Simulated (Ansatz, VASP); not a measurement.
# Cross-check of SrO between VASP and Ansatz, part 2 of 2

One calculation is typed for both programs; each brings its own data sets and cutoff. How far apart do they land?

VASP 6.6.1 and Ansatz 0.2.0.

So far: Set-up; Ansatz: band structure, HSE06; VASP: band structure, HSE06.

**4. Differences**

Known differences besides the PAW data sets themselves: exact exchange at q = 0 is treated differently, which shows on coarse meshes; VASP keeps PBE cores, Ansatz makes them for the functional; the cutoff is 420 eV in Ansatz and 460 eV in VASP; VASP takes a coarser grid for exact exchange (PRECFOCK = Fast). Total energies have different zeros and are not compared.

Both answers:

```tsv
quantity	Ansatz	VASP	difference
gap over the path points (eV)	4.817	4.768	+0.050
```

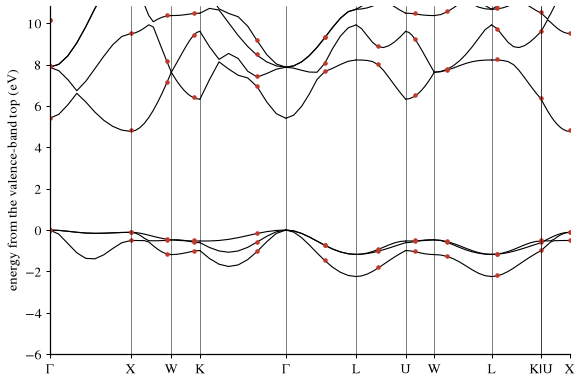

Bands from VASP (lines) and levels from Ansatz (dots). Dots without a line are higher empty bands that the VASP plot leaves out.

Levels at points of the path, from each program's valence-band top (eV; 3 filled, then empty):

```tsv
k (reciprocal lattice)	Ansatz	VASP
0.000 0.000 0.000	0.00 0.00 0.00 5.43 7.92 7.92	0.00 0.00 0.00 5.40 7.87 7.87
0.500 0.000 0.500	-0.47 -0.10 -0.10 4.82 9.54 12.03	-0.50 -0.11 -0.11 4.77 9.50 11.99
0.500 0.222 0.722	-1.14 -0.47 -0.42 7.14 8.18 10.40	-1.16 -0.50 -0.45 7.12 8.16 10.35
0.403 0.347 0.750	-1.00 -0.56 -0.49 6.43 9.43 10.51	-1.02 -0.58 -0.53 6.40 9.41 10.46
0.125 0.125 0.250	-1.02 -0.57 -0.16 6.95 7.43 8.49	-1.03 -0.58 -0.16 6.92 7.39 8.44
0.278 0.278 0.278	-1.46 -0.72 -0.72 7.69 8.08 9.34	-1.48 -0.74 -0.74 7.66 8.06 9.30
0.556 0.389 0.556	-1.81 -1.00 -0.91 8.02 8.88 10.99	-1.84 -1.03 -0.94 7.99 8.86 10.95
0.583 0.250 0.667	-1.03 -0.53 -0.49 6.52 9.23 10.49	-1.05 -0.56 -0.52 6.48 9.21 10.44
0.500 0.306 0.694	-1.25 -0.56 -0.53 7.75 7.79 10.59	-1.27 -0.59 -0.56 7.72 7.77 10.54
0.486 0.486 0.528	-2.19 -1.14 -1.14 8.25 9.72 10.74	-2.22 -1.17 -1.16 8.21 9.73 10.68
```

Among the levels compared (up to four filled and three empty ones at each point), filled levels agree within 35 meV and empty ones within 55 meV.

**5. Ansatz: band structure, HSE06, spin-orbit coupling**

Levels along a path test the potential and the projectors away from the mesh points.

input.yaml

```yaml
crystal:
  lattice:
    - [0.0, 2.58066, 2.58066]
    - [2.58066, 0.0, 2.58066]
    - [2.58066, 2.58066, 0.0]
  atoms:
    - { symbol: Sr, position: [0.0, 0.0, 0.0] }
    - { symbol: O, position: [0.5, 0.5, 0.5] }
hamiltonian:
  xc: { exchange: pbe, correlation: pbe, exx: { coeff: 0.25, omega: 0.2 } }
  pseudopotentials: { kind: paw_fr }
magnetization:
  noncollinear: true
  spin_orbit: true
kpoints:
  mp_grid: { grid: [5, 5, 5] }
  band_path:
    path:
      - [0.0, 0.0, 0.0]
      - [0.5, 0.0, 0.5]
      - [0.5, 0.22222, 0.72222]
      - [0.40278, 0.34722, 0.75]
      - [0.125, 0.125, 0.25]
      - [0.27778, 0.27778, 0.27778]
      - [0.55556, 0.38889, 0.55556]
      - [0.58333, 0.25, 0.66667]
      - [0.5, 0.30556, 0.69444]
      - [0.48611, 0.48611, 0.52778]
      - [0.625, 0.25, 0.625]
      - [0.5, 0.0, 0.5]
    npoints: 1
scf:
  occupations: { method: gaussian, width: 0.03 }
  n_extra_bands: 14
output:
  forces: true
  stress: true
  eigenvalues: true
  write_density: true
  write_potential: true
  elf: true
  volumetric_format: npy
```

The run is started by

```console
> ansatz run input.yaml --threads 4 --pin off --max-ram 9216MiB --backend cpu --events-out ev --progress --plain --runs-dir out
```

Numbers of over 12 decimals in the logs are rounded to 6 here.

Output:

```text
[...]
non-collinear run that drives no moment, with spin-orbit: no starting moment large enough to seed its density (crystal.atoms[].spin), no starting occupations that ask for one, no magnetisation constraint and no magnetic field, so the semilocal B_xc is pinned to zero
Crystal: 2 atoms, lattice volume = 34.373 Å³
[...]
k-point 0: bands = [... 12 lower, 6.7610, 6.7610, 6.7610, 6.7610, 12.1642, 12.1642, 14.6490, 14.6490, ... 10 higher]
  k-point 1: bands = [... 12 lower, 6.2758, 6.2758, 6.3129, 6.3129, 13.7483, 13.7483, 14.3838, 14.3838, ... 10 higher]
  k-point 2: bands = [... 12 lower, 5.6686, 5.6686, 5.6917, 5.6917, 14.8062, 14.8062, 16.2020, 16.2020, ... 10 higher]
  k-point 9: bands = [... 12 lower, 6.0092, 6.0092, 6.3404, 6.3404, 13.6359, 13.6359, 15.4363, 15.4363, ... 10 higher]
[key lines of the parts left out:]
Magnetization: |M| = 0.0000 μB,  M = (+0.0000, +0.0000, +0.0000) μB
Free energy (F): -4116.109558 eV
Fermi energy:    9.254012 eV
P = ⅓ Tr σ = -0.4136 GPa (-4.136 kbar)
```

The job ended after 33 s (4 threads of Intel Xeon Platinum 8488C (Sapphire Rapids), shared host; peak memory 0.87 GiB).

**6. VASP: band structure, HSE06, spin-orbit coupling**

The same cell, functional, mesh and smearing now go to VASP, with its own data sets and cutoff.

INCAR

```
SYSTEM = SrO
PREC = Accurate
ENCUT = 460
EDIFF = 1E-06
NELM = 100
ISMEAR = 0
SIGMA = 0.03
LREAL = .FALSE.
ALGO = Normal
LHFCALC = .TRUE.
AEXX = 0.25
GGA = PE
HFSCREEN = 0.2
LASPH = .TRUE.
LNONCOLLINEAR = .TRUE.
MAGMOM = 0 0 0 0 0 0
NBANDS = 28
GGA_COMPAT = .FALSE.
LSORBIT = .TRUE.
PRECFOCK = Fast
LORBIT = 11
LWAVE = .FALSE.
LCHARG = .FALSE.
KPAR = 4
```

POSCAR

```
SrO
1.0
    0.0000000000      2.5806600000      2.5806600000
    2.5806600000      0.0000000000      2.5806600000
    2.5806600000      2.5806600000      0.0000000000
Sr O
1 1
Direct
    0.0000000000      0.0000000000      0.0000000000
    0.5000000000      0.5000000000      0.5000000000
```

KPOINTS

```
Automatic mesh
0
Gamma
5 5 5
0 0 0
```

KPOINTS_OPT

```
Line mode
10
Line-mode
Reciprocal
  0.00000000   0.00000000   0.00000000 GAMMA
  0.50000000   0.00000000   0.50000000 X

  0.50000000   0.00000000   0.50000000 X
  0.50000000   0.25000000   0.75000000 W

  0.50000000   0.25000000   0.75000000 W
  0.37500000   0.37500000   0.75000000 K

  0.37500000   0.37500000   0.75000000 K
  0.00000000   0.00000000   0.00000000 GAMMA

  0.00000000   0.00000000   0.00000000 GAMMA
  0.50000000   0.50000000   0.50000000 L

  0.50000000   0.50000000   0.50000000 L
  0.62500000   0.25000000   0.62500000 U

  0.62500000   0.25000000   0.62500000 U
  0.50000000   0.25000000   0.75000000 W

  0.50000000   0.25000000   0.75000000 W
  0.50000000   0.50000000   0.50000000 L

  0.50000000   0.50000000   0.50000000 L
  0.37500000   0.37500000   0.75000000 K

  0.62500000   0.25000000   0.62500000 U
  0.50000000   0.00000000   0.50000000 X
```

PAW data sets: Sr_sv and O (PBE family, release 64).

The run is started by

```console
> mpirun -np 4 vasp_ncl
```

Output:

```text
[... set-up lines as in an earlier step ...]
 entering main loop
       N       E                     dE             d eps       ncg     rms          rms(c)
DAV:   1    -0.143205540205E+02   -0.14321E+02   -0.45607E-01   576   0.935E+00    0.509E+00
DAV:   2    -0.142915718443E+02    0.28982E-01   -0.95070E-02   636   0.304E+00    0.251E+00
DAV:   3    -0.142948226834E+02   -0.32508E-02   -0.18579E-02   620   0.118E+00    0.119E+00
DAV:   4    -0.142939237856E+02    0.89890E-03   -0.13689E-03   588   0.395E-01    0.745E-01
DAV:   5    -0.142937888732E+02    0.13491E-03   -0.95259E-04   588   0.270E-01    0.550E-01
DAV:   6    -0.142937319431E+02    0.56930E-04   -0.55378E-05   624   0.892E-02    0.326E-01
DAV:   7    -0.142937162883E+02    0.15655E-04   -0.32338E-05   632   0.599E-02    0.186E-01
DAV:   8    -0.142937153766E+02    0.91165E-06   -0.66693E-06   596   0.286E-02
   1 F= -.14293715E+02 E0= -.14293715E+02  d E =-.664936E-12  mag=    -0.0000     0.0000    -0.0000
 Start KPOINTS_OPT (optional k-point list driver)
k-point batch [1-10\100]
       N       E                     dE             ncg
DAV:   1    -0.822650156229E+03   -0.32858E+04      560
DAV:   2    -0.177177662512E+04   -0.94913E+03      668
DAV:   3    -0.184808047741E+04   -0.76304E+02      844
DAV:   4    -0.185041316535E+04   -0.23327E+01      700
DAV:   5    -0.185047226834E+04   -0.59103E-01      820
DAV:   6    -0.185047328794E+04   -0.10196E-02      752
DAV:   7    -0.185047330429E+04   -0.16347E-04      756
DAV:   8    -0.185047330482E+04   -0.53229E-06      412
[...]
k-point batch [91-100\100]
       N       E                     dE             ncg
DAV:   1    -0.899492095303E+03   -0.65720E+04      560
DAV:   2    -0.179930551477E+04   -0.89981E+03      684
DAV:   3    -0.186946631956E+04   -0.70161E+02      880
DAV:   4    -0.187160372940E+04   -0.21374E+01      800
DAV:   5    -0.187166760964E+04   -0.63880E-01      896
DAV:   6    -0.187166858691E+04   -0.97728E-03      808
DAV:   7    -0.187166859891E+04   -0.11998E-04      792
DAV:   8    -0.187166859917E+04   -0.25661E-06      552
```

OUTCAR, selected parts (step 6):

```text
 POSITION                                       TOTAL-FORCE (eV/Angst)
 -----------------------------------------------------------------------------------
      0.00000      0.00000      0.00000         0.000000      0.000000      0.000000
      2.58066      2.58066      2.58066         0.000000      0.000000      0.000000
 -----------------------------------------------------------------------------------
    total drift:                               -0.000000      0.000000      0.000000

  FREE ENERGIE OF THE ION-ELECTRON SYSTEM (eV)
  ---------------------------------------------------
  free  energy   TOTEN  =       -14.2937153766 eV

  energy  without entropy=      -14.2937153766  energy(sigma->0) =      -14.29371538

 magnetization (x)
# of ion       s       p       d       tot
------------------------------------------
    1        0.000   0.000   0.000   0.000
    2        0.000  -0.000   0.000   0.000
--------------------------------------------------
tot          0.000   0.000   0.000   0.000

 magnetization (y)
# of ion       s       p       d       tot
------------------------------------------
    1        0.000   0.000   0.000   0.000
    2       -0.000   0.000   0.000  -0.000
--------------------------------------------------
tot          0.000   0.000   0.000   0.000

 magnetization (z)
# of ion       s       p       d       tot
------------------------------------------
    1        0.000   0.000   0.000   0.000
    2       -0.000   0.000   0.000  -0.000
--------------------------------------------------
tot          0.000   0.000   0.000   0.000

[... 1 part as in an earlier step ...]

[... 2 further parts left out ...]
[key lines of the parts left out:]
E-fermi :   0.6915
```

**7. Comparison**

What differs besides the data sets and the points named for the pairs above, as far as they apply: spin-orbit coupling enters by fully relativistic files in Ansatz and inside the spheres in VASP. Total energies have different zeros and are not compared.

Both answers:

```tsv
quantity	Ansatz	VASP	difference
gap over the path points (eV)	4.793	4.743	+0.050
```

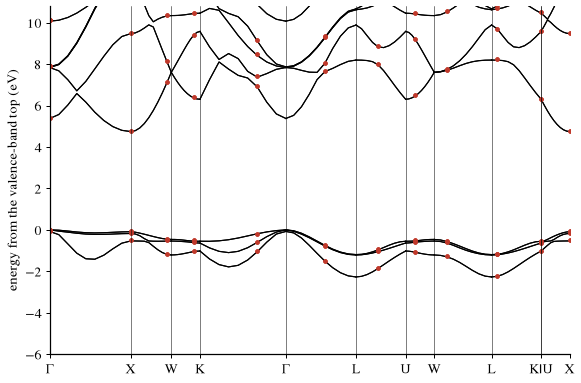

Bands from VASP (lines) and levels from Ansatz (dots). Dots without a line are higher empty bands that the VASP plot leaves out.

Levels at points of the path, from each program's valence-band top (eV; 6 filled, then empty):

```tsv
k (reciprocal lattice)	Ansatz	VASP
0.000 0.000 0.000	-0.07 -0.07 0.00 0.00 0.00 0.00 5.40 5.40 7.89 7.89 7.89 7.89	-0.08 -0.08 0.00 0.00 0.00 0.00 5.38 5.38 7.83 7.83 7.83 7.83
0.500 0.000 0.500	-0.50 -0.50 -0.16 -0.16 -0.08 -0.08 4.79 4.79 9.52 9.52 12.01 12.01	-0.54 -0.54 -0.17 -0.17 -0.09 -0.09 4.74 4.74 9.47 9.47 11.97 11.97
0.500 0.222 0.722	-1.16 -1.16 -0.51 -0.51 -0.42 -0.42 7.12 7.12 8.16 8.16 10.37 10.37	-1.18 -1.18 -0.54 -0.54 -0.45 -0.45 7.09 7.09 8.13 8.13 10.32 10.32
0.403 0.347 0.750	-1.03 -1.03 -0.59 -0.59 -0.51 -0.51 6.41 6.41 9.41 9.41 10.49 10.49	-1.05 -1.05 -0.61 -0.61 -0.54 -0.54 6.37 6.37 9.39 9.39 10.44 10.44
0.125 0.125 0.250	-1.04 -1.04 -0.59 -0.59 -0.18 -0.18 6.93 6.93 7.40 7.40 8.46 8.46	-1.06 -1.06 -0.60 -0.60 -0.19 -0.19 6.90 6.90 7.37 7.37 8.42 8.42
0.278 0.278 0.278	-1.48 -1.48 -0.76 -0.76 -0.73 -0.73 7.67 7.67 8.06 8.06 9.31 9.31	-1.50 -1.50 -0.78 -0.78 -0.75 -0.75 7.64 7.64 8.04 8.04 9.26 9.26
0.556 0.389 0.556	-1.83 -1.83 -1.03 -1.03 -0.94 -0.94 8.00 8.00 8.85 8.85 10.97 10.97	-1.86 -1.86 -1.05 -1.05 -0.96 -0.96 7.96 7.96 8.83 8.83 10.92 10.92
0.583 0.250 0.667	-1.06 -1.06 -0.57 -0.57 -0.50 -0.50 6.49 6.49 9.21 9.21 10.47 10.47	-1.08 -1.08 -0.60 -0.60 -0.53 -0.53 6.46 6.46 9.19 9.19 10.42 10.42
0.500 0.306 0.694	-1.28 -1.28 -0.61 -0.61 -0.53 -0.53 7.73 7.73 7.77 7.77 10.57 10.57	-1.30 -1.30 -0.64 -0.64 -0.56 -0.56 7.70 7.70 7.74 7.74 10.52 10.52
0.486 0.486 0.528	-2.21 -2.21 -1.17 -1.17 -1.15 -1.15 8.23 8.23 9.70 9.70 10.71 10.71	-2.24 -2.24 -1.20 -1.20 -1.18 -1.18 8.19 8.19 9.71 9.71 10.66 10.66
```

Among the levels compared (up to four filled and three empty ones at each point), filled levels agree within 34 meV and empty ones within 56 meV.

**8. Outcome**

* difference in gap over the path points (band structure, HSE06): 0.050 eV
* difference in gap over the path points (band structure, HSE06, spin-orbit coupling): 0.050 eV

What this shows: The difference in gap over the path points is 0.050 eV (band structure, HSE06, spin-orbit coupling), within the 0.08 eV picked in this series as the mark of a large difference. How closely two codes agree says nothing of how well the functional describes the real material.

[Lines on the potential files, build, host, timing and source positions are cut from VASP's logs without a mark.]

[Logs are printed without paths, hosts, clocks, repeated set-up lines and the standing remarks that a program may print on its own settings, such as how far it seeks lower states.]

[Hosts, paths, dates, database ids (printed as entryN), source tags and the programs' standing remarks are cut or masked in the printed files.]
